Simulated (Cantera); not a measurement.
Feed: 1 mol CH3SiH3, 0.22 mol CH4, 4.1 mol H2, equilibrated at 2250 K.

Cantera equilibrium calculation (NASA polynomials, part measured and part estimated; ideal gas, pure solids and liquids). Candidate condensed phases: C, C6H6, C7H8, C8H18, Si, SiC; 87 gas species. The feed counts by its element totals alone. Gases not in the tables: Si2H6 and higher silanes. Rates play no part.

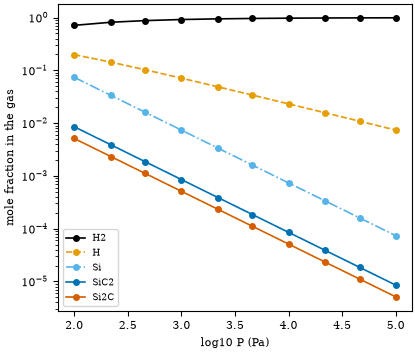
Figure. Equilibrium gas composition (values under 1e-9 drawn at 1e-9)

From 1.00 mbar to 1.00 bar the condensed part is C(graphite) + SiC(s). The main Si-bearing gas is Si throughout. The share of Si in condensed phases is highest at 1.00 bar (99.9 %) and lowest at 1.00 mbar (13.1 %).
